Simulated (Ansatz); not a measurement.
**The pair BrH···H₂S: a pair, distance and turn**

A grid of calculations on the pair BrH···H₂S, to see where the energy is lowest and how it rises around there.

Computed with Ansatz 0.2.0. Level: RKS PBE0-D4/def2-TZVPD.

**1. The starting structure**

5 atoms, charge 0, spin multiplicity 1.

Atoms are counted from 1 here; the program's logs count them from 0.

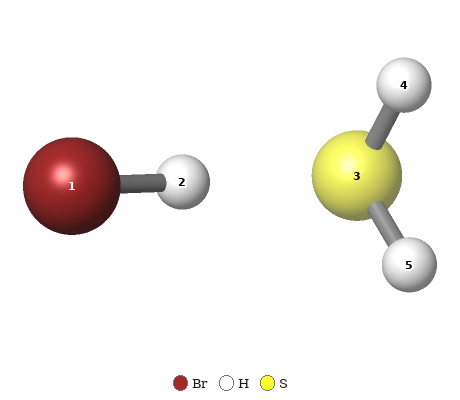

The starting geometry (bromine red, hydrogen white, sulfur yellow); atoms are numbered from 1 in the order of the file.

Coordinates:

```
Br   -0.4422    0.4901   -2.4781
H    -0.0559    0.0072   -1.1414
S     0.4805   -0.6457    0.9431
H     0.8182    0.6245    1.3014
H    -0.8005   -0.4761    1.3751
```

This geometry comes from a loose relaxation at PBE in a small basis, which is not shown.

**2. Geometry optimisation**

input.yaml

```yaml
crystal:
  periodic: [false, false, false]
  atoms:
    - { symbol: Br, position_ang: [-0.44218, 0.490106, -2.478102] }
    - { symbol: H, position_ang: [-0.05588, 0.007219, -1.141425] }
    - { symbol: S, position_ang: [0.480469, -0.645705, 0.94314] }
    - { symbol: H, position_ang: [0.818171, 0.624497, 1.301369] }
    - { symbol: H, position_ang: [-0.80048, -0.476117, 1.375118] }
basis:
  gaussian: { orbitals: def2-TZVPD }
hamiltonian:
  xc: pbe0
  dispersion: d4
output:
  forces: true
relax:
  f_tol: 0.003
  max_steps: 120
```

Started as:

```console
ansatz run input.yaml --threads 1 --pin off --max-ram 2560MiB --backend cpu --events-out ev --progress --plain --runs-dir out
```

The log of the run (excerpt; [...] marks lines left out):

```text
Warning: RAYON_NUM_THREADS=1 ignored (pool sized by the plan → 1); use --threads N
[...]
Functional definition: PBE0
[...]
940 factors; their error is unknown
[...]
mean field -80919.21807838 eV, -2973.7264153645 hartree, gradient 4.2e-5 eV, S^2 0.000000; 0 other end points of the search recorded, 0 dependent functions left out
[...]
reference -80919.21812537 eV, -2973.7264170915 hartree; 27, 27 occupied and 103, 103 virtual orbitals, 940 factors
relax step   1: F+E_penalty+E_count = -80919.27132846 eV  Δ(F+E_penalty+E_count) = +0.000e0 eV  max|allowed force component| = 5.186e-1 eV/Å  Δτ_max = 0.0000 Å  (26 SCF iters, accepted)
[...]
relax step   5: F+E_penalty+E_count = -80919.28966128 eV  Δ(F+E_penalty+E_count) = -7.127e-6 eV  max|allowed force component| = 6.961e-3 eV/Å  Δτ_max = 0.0047 Å  (30 SCF iters, accepted)
[...]
relax step   6: F+E_penalty+E_count = -80919.28968492 eV  Δ(F+E_penalty+E_count) = -2.364e-5 eV  max|allowed force component| = 1.240e-3 eV/Å  Δτ_max = 0.0051 Å  (30 SCF iters, accepted)
940 factors; their error is unknown
[...]
mean field -80919.23776053 eV, -2973.7271386701 hartree, gradient 6.8e-6 eV, S^2 0.000000; 1 other end points of the search recorded, 0 dependent functions left out
[...]
reference -80919.23780707 eV, -2973.7271403806 hartree; 27, 27 occupied and 103, 103 virtual orbitals, 940 factors
Total energy: -80919.28973146 eV, -2973.7290485666 hartree
Atom 0 at    -0.447465     0.495039    -2.506911 Å, force     0.000098    -0.000155     0.000476 eV/Å
Atom 1 at    -0.064504     0.016492    -1.199131 Å, force     0.000199    -0.000226     0.000384 eV/Å
Atom 2 at     0.483220    -0.646443     0.990333 Å, force    -0.000257     0.000291    -0.001217 eV/Å
Atom 3 at     0.815065     0.611584     1.322220 Å, force    -0.001240    -0.000791     0.000250 eV/Å
Atom 4 at    -0.786215    -0.476671     1.393590 Å, force     0.001201     0.000881     0.000106 eV/Å
Dipole moment:     0.001132     0.030698     0.496528 e Å
```

Run time: 33 s. Hardware: 1 thread of Arm Neoverse V1, shared host; peak memory 0.25 GiB.

Relaxation path:

```csv
step,energy from step 1 (eV),largest force component (eV/Å)
1,0.0000,0.5186
2,-0.0156,0.2079
3,-0.0175,0.1346
4,-0.0183,0.0048
5,-0.0183,0.0070
6,-0.0184,0.0012
```

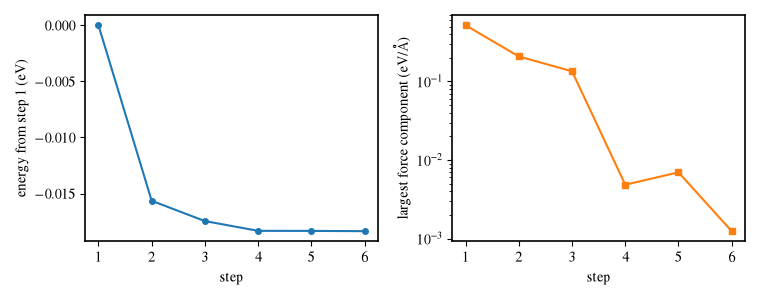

Energy and force, step by step.

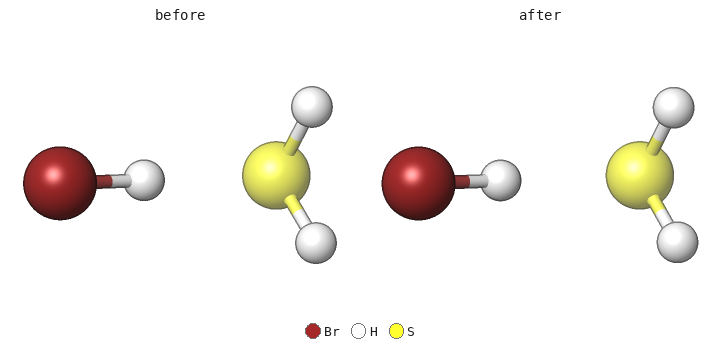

Before and after, at one scale.

Distances of close pairs at the start and the end, largest changes first:

```csv
bond,before (Å),after (Å),change (Å)
Br1–H2,1.473,1.444,-0.029
S3–H5,1.362,1.343,-0.020
S3–H4,1.362,1.343,-0.020
```

**3. Reference: H2S by itself, as typed**

input.yaml

```yaml
crystal:
  periodic: [false, false, false]
  atoms:
    - { symbol: S, position_ang: [0.48322, -0.646443, 0.990333] }
    - { symbol: H, position_ang: [0.815065, 0.611584, 1.32222] }
    - { symbol: H, position_ang: [-0.786215, -0.476671, 1.39359] }
basis:
  gaussian: { orbitals: def2-TZVPD }
hamiltonian:
  xc: pbe0
  dispersion: d4
output:
  forces: true
```

Started as:

```console
ansatz run input.yaml --threads 1 --pin off --max-ram 2560MiB --backend cpu --events-out ev --progress --plain --runs-dir out
```

The log of the run (excerpt; [...] marks lines left out):

```text
Warning: RAYON_NUM_THREADS=1 ignored (pool sized by the plan → 1); use --threads N
[...]
[... 1 set-up line as earlier in the session ...]
[...]
417 factors; their error is unknown
[...]
mean field -10864.48801710 eV, -399.2625704140 hartree, gradient 3.3e-5 eV, S^2 0.000000; 0 other end points of the search recorded, 0 dependent functions left out
[...]
reference -10864.48804894 eV, -399.2625715842 hartree; 9, 9 occupied and 55, 55 virtual orbitals, 417 factors
Total energy: -10864.50022987 eV, -399.2630192249 hartree
Atom 0 at     0.483220    -0.646443     0.990333 Å, force    -0.014559     0.022171     0.011415 eV/Å
Atom 1 at     0.815065     0.611584     1.322220 Å, force    -0.012622    -0.024611    -0.004821 eV/Å
Atom 2 at    -0.786215    -0.476671     1.393590 Å, force     0.027181     0.002440    -0.006595 eV/Å
Dipole moment:    -0.107388     0.163535     0.084201 e Å
```

It took 0.69 s on 1 thread of Arm Neoverse V1, shared host; peak memory 0.091 GiB.

**4. Reference: HBr by itself, as typed**

input.yaml

```yaml
crystal:
  periodic: [false, false, false]
  atoms:
    - { symbol: Br, position_ang: [-0.447465, 0.495039, -2.506911] }
    - { symbol: H, position_ang: [-0.064504, 0.016492, -1.199131] }
basis:
  gaussian: { orbitals: def2-TZVPD }
hamiltonian:
  xc: pbe0
  dispersion: d4
output:
  forces: true
```

Started as:

```console
ansatz run input.yaml --threads 1 --pin off --max-ram 2560MiB --backend cpu --events-out ev --progress --plain --runs-dir out
```

The log of the run (excerpt; [...] marks lines left out):

```text
Warning: RAYON_NUM_THREADS=1 ignored (pool sized by the plan → 1); use --threads N
[...]
[... 1 set-up line as earlier in the session ...]
[...]
523 factors; their error is unknown
[...]
mean field -70054.59332972 eV, -2574.4588201586 hartree, gradient 1.1e-5 eV, S^2 0.000000; 0 other end points of the search recorded, 0 dependent functions left out
[...]
reference -70054.59335614 eV, -2574.4588211291 hartree; 18, 18 occupied and 48, 48 virtual orbitals, 523 factors
Total energy: -70054.59888329 eV, -2574.4590242483 hartree
Atom 0 at    -0.447465     0.495039    -2.506911 Å, force     0.154120    -0.192587     0.526306 eV/Å
Atom 1 at    -0.064504     0.016492    -1.199131 Å, force    -0.154120     0.192587    -0.526306 eV/Å
Dipole moment:     0.049095    -0.061349     0.167655 e Å
```

Wall time 0.92 s (1 thread of Arm Neoverse V1, shared host); peak memory 0.099 GiB.

**5. Plan of the scan**

First coordinate, distance S3···Br1: 11 values from 3.188 to 5.188 Å. Second coordinate, turn of Br1, H2 about its own atom Br1: 10 values from −180 to 144 °, periodic.

Nothing else is relaxed (both partners rigid). Energies count from the two partners far apart, frozen as in the relaxed pair, each in its own basis (no counterpoise correction). Points are written as (first, second).

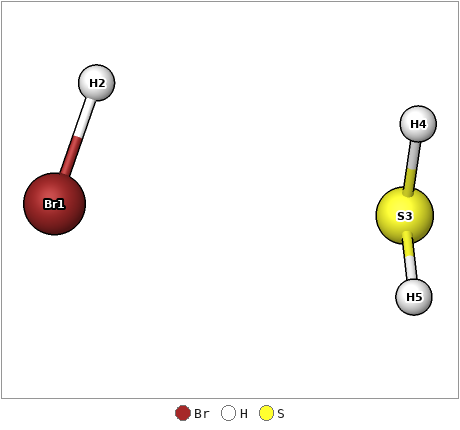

The geometry at (3.945 Å, −72°).

Of the runs on the grid, 3 are shown in the steps below; the others differ only in the two coordinates.

**6. The run at (3.945 Å, −72°)**

input.yaml

```yaml
crystal:
  periodic: [false, false, false]
  atoms:
    - { symbol: Br, position_ang: [-0.484323, 0.540245, -2.645414] }
    - { symbol: H, position_ang: [0.788646, 1.132565, -2.306796] }
    - { symbol: S, position_ang: [0.48322, -0.646443, 0.990333] }
    - { symbol: H, position_ang: [0.815065, 0.611584, 1.32222] }
    - { symbol: H, position_ang: [-0.786215, -0.476671, 1.39359] }
basis:
  gaussian: { orbitals: def2-TZVPD }
hamiltonian:
  xc: pbe0
  dispersion: d4
output:
  forces: true
```

Started as:

```console
ansatz run input.yaml --threads 1 --pin off --max-ram 2560MiB --backend cpu --events-out ev --progress --plain --runs-dir out
```

The log of the run (excerpt; [...] marks lines left out):

```text
Warning: RAYON_NUM_THREADS=1 ignored (pool sized by the plan → 1); use --threads N
[...]
[... 1 set-up line as earlier in the session ...]
[...]
940 factors; their error is unknown
[...]
mean field -80919.05747169 eV, -2973.7205131774 hartree, gradient 5.5e-5 eV, S^2 0.000000; 0 other end points of the search recorded, 0 dependent functions left out
[...]
reference -80919.05751620 eV, -2973.7205148131 hartree; 27, 27 occupied and 103, 103 virtual orbitals, 940 factors
Total energy: -80919.10338378 eV, -2973.7222004155 hartree
Atom 0 at    -0.484323     0.540245    -2.645414 Å, force     0.493767     0.278893     0.054181 eV/Å
Atom 1 at     0.788646     1.132565    -2.306796 Å, force    -0.530716    -0.268910    -0.117055 eV/Å
Atom 2 at     0.483220    -0.646443     0.990333 Å, force     0.027015     0.004857     0.082402 eV/Å
Atom 3 at     0.815065     0.611584     1.322220 Å, force    -0.017419    -0.026439     0.014526 eV/Å
Atom 4 at    -0.786215    -0.476671     1.393590 Å, force     0.027352     0.011598    -0.034054 eV/Å
Dipole moment:     0.048438     0.215925     0.141993 e Å
```

It took 4.5 s on 1 thread of Arm Neoverse V1, shared host; peak memory 0.24 GiB.

That is −0.41 kJ/mol from the zero.

**7. Point (3.742 Å, 0°)**

input.yaml: that of step 6 with these lines changed.

```diff
@@ -3,4 +3,4 @@
   atoms:
-    - { symbol: Br, position_ang: [-0.484323, 0.540245, -2.645414] }
-    - { symbol: H, position_ang: [0.788646, 1.132565, -2.306796] }
+    - { symbol: Br, position_ang: [-0.434536, 0.479181, -2.458328] }
+    - { symbol: H, position_ang: [-0.051575, 0.000634, -1.150547] }
     - { symbol: S, position_ang: [0.48322, -0.646443, 0.990333] }
```

Started as:

```console
ansatz run input.yaml --threads 1 --pin off --max-ram 2560MiB --backend cpu --events-out ev --progress --plain --runs-dir out
```

The log of the run (excerpt; [...] marks lines left out):

```text
Warning: RAYON_NUM_THREADS=1 ignored (pool sized by the plan → 1); use --threads N
[...]
[... 1 set-up line as earlier in the session ...]
[...]
940 factors; their error is unknown
[...]
mean field -80919.23572935 eV, -2973.7270640255 hartree, gradient 5.3e-5 eV, S^2 0.000000; 0 other end points of the search recorded, 0 dependent functions left out
[...]
reference -80919.23577596 eV, -2973.7270657385 hartree; 27, 27 occupied and 103, 103 virtual orbitals, 940 factors
Total energy: -80919.28868823 eV, -2973.7290102285 hartree
Atom 0 at    -0.434536     0.479181    -2.458328 Å, force    -0.020896     0.025910    -0.073715 eV/Å
Atom 1 at    -0.051575     0.000634    -1.150547 Å, force     0.010689    -0.013432     0.034746 eV/Å
Atom 2 at     0.483220    -0.646443     0.990333 Å, force     0.010515    -0.012963     0.038898 eV/Å
Atom 3 at     0.815065     0.611584     1.322220 Å, force    -0.000414     0.000065     0.000066 eV/Å
Atom 4 at    -0.786215    -0.476671     1.393590 Å, force     0.000106     0.000420     0.000004 eV/Å
Dipole moment:     0.004774     0.026348     0.512013 e Å
```

It took 4.9 s on 1 thread of Arm Neoverse V1, shared host; peak memory 0.24 GiB.

That is −18.3 kJ/mol from the zero.

**8. The run at (3.945 Å, 0°)**

input.yaml: that of step 7 with these lines changed.

```diff
@@ -3,4 +3,4 @@
   atoms:
-    - { symbol: Br, position_ang: [-0.434536, 0.479181, -2.458328] }
-    - { symbol: H, position_ang: [-0.051575, 0.000634, -1.150547] }
+    - { symbol: Br, position_ang: [-0.484323, 0.540245, -2.645414] }
+    - { symbol: H, position_ang: [-0.101363, 0.061699, -1.337634] }
     - { symbol: S, position_ang: [0.48322, -0.646443, 0.990333] }
```

Started as:

```console
ansatz run input.yaml --threads 1 --pin off --max-ram 2560MiB --backend cpu --events-out ev --progress --plain --runs-dir out
```

The log of the run (excerpt; [...] marks lines left out):

```text
Warning: RAYON_NUM_THREADS=1 ignored (pool sized by the plan → 1); use --threads N
[...]
[... 1 set-up line as earlier in the session ...]
[...]
940 factors; their error is unknown
[...]
mean field -80919.23386189 eV, -2973.7269953978 hartree, gradient 1.6e-5 eV, S^2 0.000000; 0 other end points of the search recorded, 0 dependent functions left out
[...]
reference -80919.23390828 eV, -2973.7269971024 hartree; 27, 27 occupied and 103, 103 virtual orbitals, 940 factors
Total energy: -80919.28293654 eV, -2973.7287988577 hartree
Atom 0 at    -0.484323     0.540245    -2.645414 Å, force     0.047134    -0.058567     0.166454 eV/Å
Atom 1 at    -0.101363     0.061699    -1.337634 Å, force    -0.027380     0.034307    -0.092704 eV/Å
Atom 2 at     0.483220    -0.646443     0.990333 Å, force    -0.020928     0.025905    -0.074538 eV/Å
Atom 3 at     0.815065     0.611584     1.322220 Å, force    -0.003196    -0.003393     0.000582 eV/Å
Atom 4 at    -0.786215    -0.476671     1.393590 Å, force     0.004370     0.001748     0.000206 eV/Å
Dipole moment:    -0.008114     0.041739     0.457200 e Å
```

It took 4.6 s on 1 thread of Arm Neoverse V1, shared host; peak memory 0.24 GiB.

That is −17.7 kJ/mol from the zero.

**9. All points together**

110 points were computed. Energies in kJ/mol, from the two partners far apart, frozen as in the relaxed pair, each in its own basis (no counterpoise correction):

| turn of Br1, H2 about its own atom Br1 (°) ↓, distance S3···Br1 (Å) → | 3.188 | 3.267 | 3.398 | 3.558 | 3.742 | 3.945 | 4.166 | 4.401 | 4.651 | 4.913 | 5.188 |
| --- | --- | --- | --- | --- | --- | --- | --- | --- | --- | --- | --- |
| 144 | 9.5 | 5.9 | 1.8 | −1.1 | −2.7 | −3.3 | −3.1 | −2.7 | −2.1 | −1.6 | −1.1 |
| 108 | 25.2 | 19.2 | 11.9 | 6.2 | 2.4 | 0.3 | −0.7 | −1.0 | −0.9 | −0.7 | −0.5 |
| 72 | 25.1 | 19.0 | 11.4 | 5.6 | 1.7 | −0.4 | −1.3 | −1.5 | −1.4 | −1.1 | −0.8 |
| 36 | 27.2 | 18.4 | 7.9 | 0.2 | −4.3 | −6.3 | −6.6 | −5.9 | −5.0 | −3.9 | −3.0 |
| 0 | 14.6 | 3.5 | −8.4 | −15.6 | −18.3 | −17.7 | −15.5 | −12.6 | −9.9 | −7.5 | −5.6 |
| −36 | 27.2 | 18.4 | 7.9 | 0.2 | −4.3 | −6.3 | −6.6 | −5.9 | −5.0 | −3.9 | −3.0 |
| −72 | 25.1 | 19.0 | 11.4 | 5.6 | 1.7 | −0.4 | −1.3 | −1.5 | −1.4 | −1.1 | −0.8 |
| −108 | 25.2 | 19.2 | 11.9 | 6.2 | 2.4 | 0.3 | −0.7 | −1.0 | −0.9 | −0.7 | −0.5 |
| −144 | 9.5 | 5.9 | 1.8 | −1.1 | −2.7 | −3.3 | −3.1 | −2.7 | −2.1 | −1.6 | −1.1 |
| −180 | −1.7 | −3.6 | −5.5 | −6.4 | −6.4 | −5.8 | −4.9 | −3.9 | −3.0 | −2.2 | −1.6 |

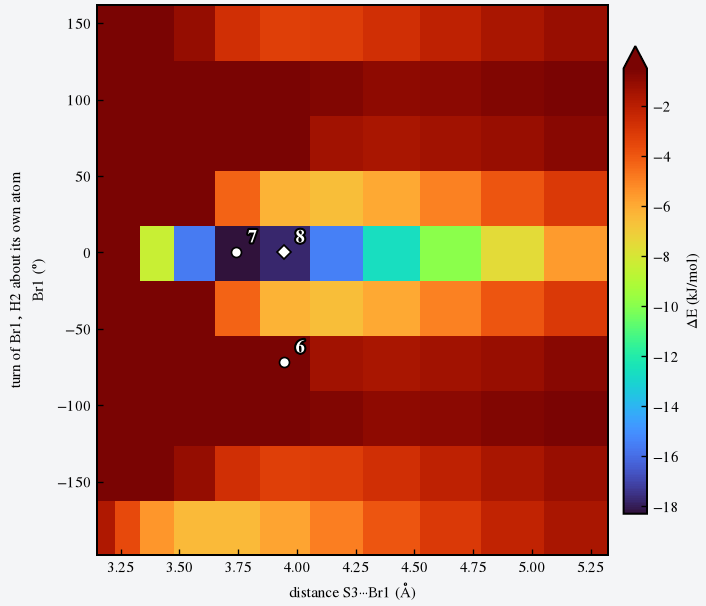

The map; numbers mark the steps of this session that print a point's run. Drawn: one coloured cell a grid point, one colour for all values above the top of the scale.

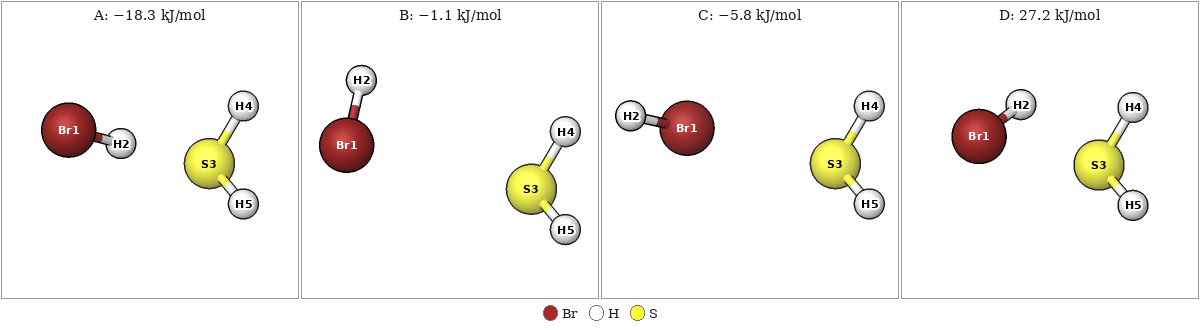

Structures on the grid, at one scale: A at (3.742 Å, 0°); B at (4.913 Å, −72°); C at (3.945 Å, −180°); D at (3.188 Å, −36°).

On the same grid, dipole moment (D):

| turn of Br1, H2 about its own atom Br1 (°) ↓, distance S3···Br1 (Å) → | 3.188 | 3.267 | 3.398 | 3.558 | 3.742 | 3.945 | 4.166 | 4.401 | 4.651 | 4.913 | 5.188 |
| --- | --- | --- | --- | --- | --- | --- | --- | --- | --- | --- | --- |
| 144 | 1.15 | 1.16 | 1.18 | 1.20 | 1.21 | 1.23 | 1.24 | 1.26 | 1.27 | 1.28 | 1.29 |
| 108 | 1.25 | 1.25 | 1.26 | 1.26 | 1.27 | 1.28 | 1.28 | 1.29 | 1.29 | 1.30 | 1.30 |
| 72 | 1.19 | 1.20 | 1.21 | 1.23 | 1.25 | 1.26 | 1.27 | 1.28 | 1.29 | 1.30 | 1.30 |
| 36 | 1.81 | 1.77 | 1.72 | 1.67 | 1.61 | 1.56 | 1.51 | 1.48 | 1.45 | 1.42 | 1.40 |
| 0 | 3.54 | 3.35 | 3.06 | 2.76 | 2.46 | 2.21 | 1.99 | 1.83 | 1.70 | 1.61 | 1.54 |
| −36 | 1.81 | 1.77 | 1.72 | 1.67 | 1.61 | 1.56 | 1.51 | 1.48 | 1.45 | 1.42 | 1.40 |
| −72 | 1.19 | 1.20 | 1.21 | 1.23 | 1.25 | 1.26 | 1.27 | 1.28 | 1.29 | 1.30 | 1.30 |
| −108 | 1.25 | 1.25 | 1.26 | 1.26 | 1.27 | 1.28 | 1.28 | 1.29 | 1.29 | 1.30 | 1.30 |
| −144 | 1.15 | 1.16 | 1.18 | 1.20 | 1.21 | 1.23 | 1.24 | 1.26 | 1.27 | 1.28 | 1.29 |
| −180 | 1.00 | 1.01 | 1.04 | 1.08 | 1.12 | 1.15 | 1.18 | 1.21 | 1.23 | 1.25 | 1.26 |

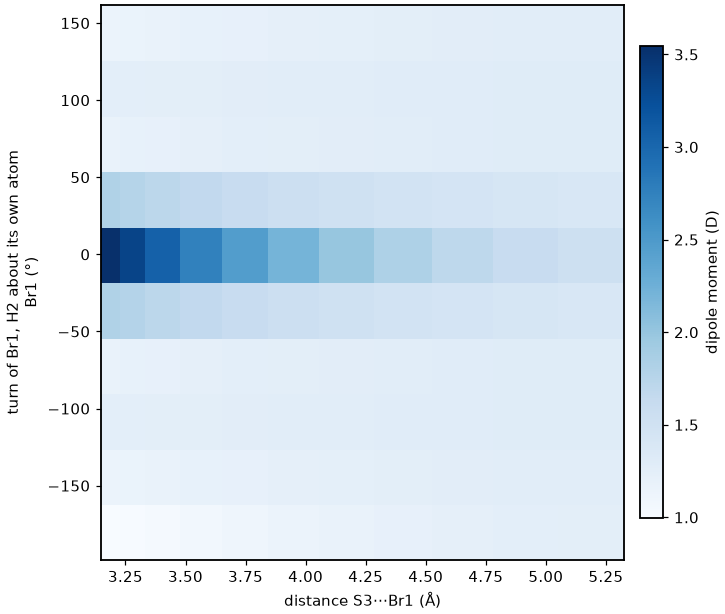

The dipole moment over the grid. Drawn: one coloured cell a grid point.

**10. What came out**

| quantity | value |
| --- | --- |
| lowest point | (3.742 Å, 0°), −18.3 kJ/mol |
| highest computed point | (3.188 Å, −36°), 45.5 kJ/mol above the lowest |
| dipole moment (D) | 1.00 at (3.188 Å, −180°) to 3.54 at (3.188 Å, 0°); 2.46 at the lowest point |
| time for the whole task | 9.5 min on 1 thread, shared host |

In words: The lowest computed point is at (3.742 Å, 0°), −18.3 kJ/mol from the two partners far apart, frozen as in the relaxed pair, each in its own basis (no counterpoise correction). The grid is coarse, so the lowest point of the scanned range may lie between grid points; coordinates that were held can hide deeper minima. The highest computed point, (3.188 Å, −36°), lies 45.5 kJ/mol above the lowest. Between some neighbouring points the energy changes steeply, from close contacts of the rigid frames or a change of state; the map doesn't tell which. No counterpoise correction was made, so wells between separate parts tend to come out somewhat too deep.
